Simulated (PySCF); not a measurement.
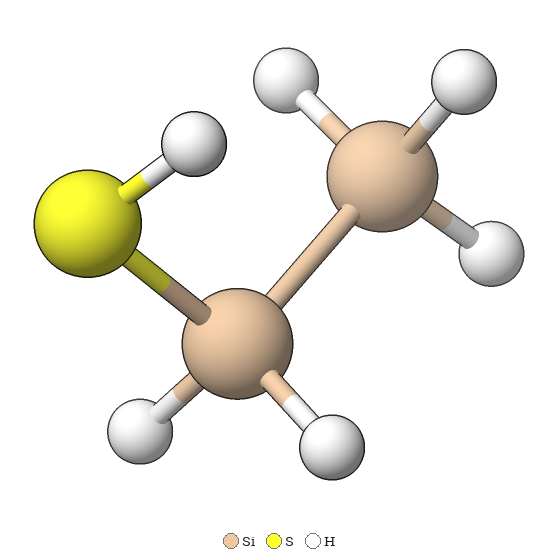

The picture shows a molecular structure as a ball-and-stick model. Every bond is drawn as one stick, whatever its order.

Which formula does it have?

Answer. H6SSi2, 9 atoms: 6 hydrogen, 1 sulfur and 2 silicon.

Name functional groups in it.

Answer. Among them: Si–H bond.

How many sets of symmetry-equivalent atoms are there?

Answer. 9: 1 Si, 1 Si, 1 S, 1 H, 1 H, 1 H, 1 H, 1 H, 1 H.

Does it have rings?

Answer. It has no ring.

More results for the same structure follow; atom numbers are the same in all pictures, views and colours differ. The computed structure is the end point of a PBE0-D3(BJ)/def2-SVP optimisation. No frequency run is at hand to confirm it as a minimum.

### Excitation

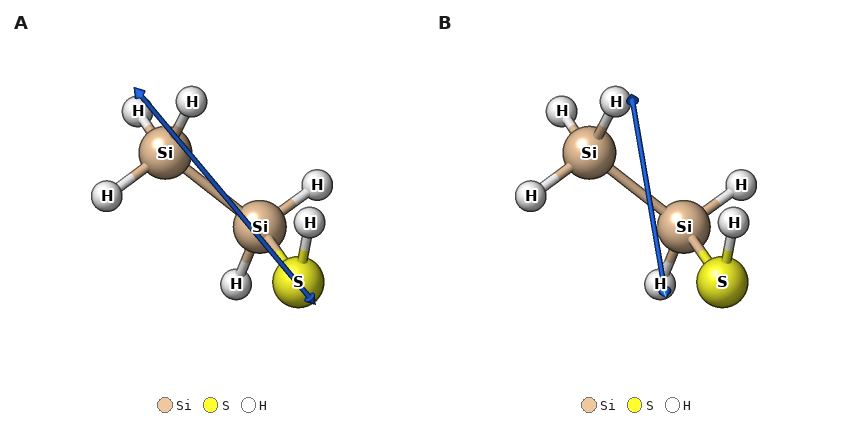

The double arrows show the directions of two transition dipoles from the ground state (lengths mean nothing). No frequency run is at hand to confirm it as a minimum. Properties computed with TDDFT LC-wPBE/def2-SVPD, vertical, gas phase, core orbitals frozen in the response (PySCF 2.14.0).

One belongs to singlet state 5 and one to singlet state 7. Which is which?

Answer. A: state 7, 8.03 eV (154 nm), oscillator strength 0.033, of mixed character, with the largest part HOMO−1 → LUMO+3 (weight 0.25).
B: state 5, 7.69 eV (161 nm), oscillator strength 0.047, of mixed character, with the largest part HOMO → LUMO+4 (weight 0.28).

### Core levels

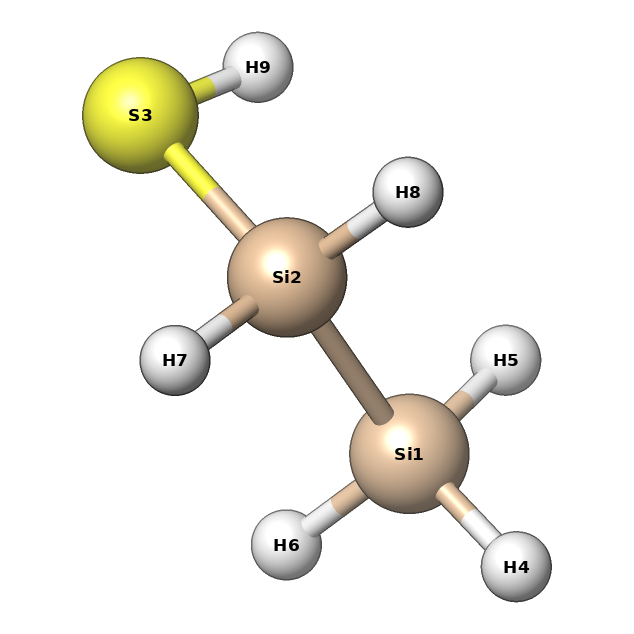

No frequency run is at hand to confirm it as a minimum. Level of theory: delta-SCF UKS SCAN, pcX-2 on the ionised atom, pcseg-1 elsewhere, non-relativistic (PySCF 2.14.0).

Give the core-electron binding energies (to vacuum; p and d levels without spin–orbit splitting) of Si1 1s, Si1 2p, Si2 1s, Si2 2p, S3 1s, S3 2p.

```
atom  level  binding energy (eV)
 Si1     1s               1842.1
 Si1     2p                107.0
 Si2     1s               1842.5
 Si2     2p                107.3
  S3     1s               2469.4
  S3     2p                169.8
```

### Polarisability

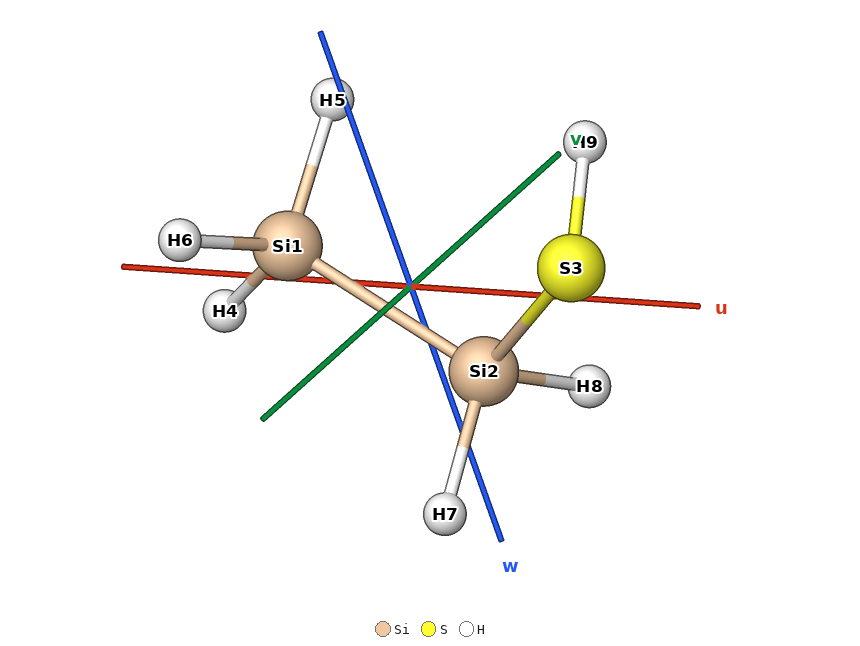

The lines u, v and w are the principal axes of the static dipole polarisability. No frequency run is at hand to confirm it as a minimum. Level of theory: PBE0/def2-TZVPD (PySCF 2.14.0).

Along which axis is the molecule most polarisable, and along which least?

Answer. Most along u, least along v.

Give the three principal values.

Answer. u 99.9, v 70.2, w 79.6 bohr³; mean 83.3, anisotropy 26.3 bohr³.
